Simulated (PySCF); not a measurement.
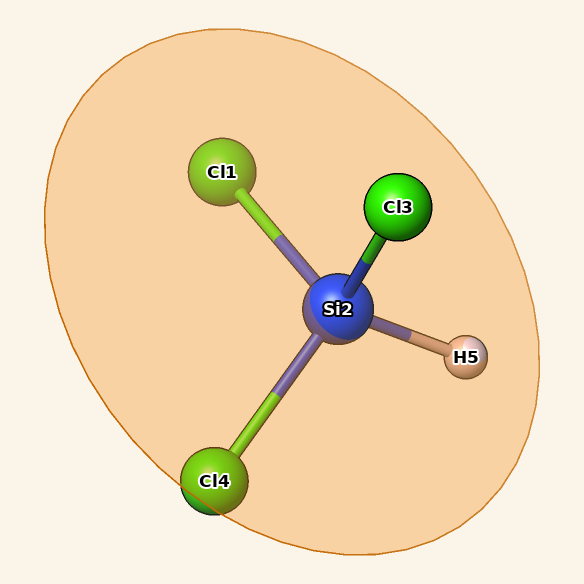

A disc through the centre of mass is drawn in. Atoms fade into the background with distance from the viewer. The computed structure is the end point of a PBE0-D3(BJ)/def2-SVP optimisation. No frequency run is at hand to confirm it as a minimum.

Is the plane of the disc a mirror plane of the structure?

Answer. No. The point group is C3v, with 1 C3 axis and 3 mirror planes, and this plane isn't one of its mirror planes.
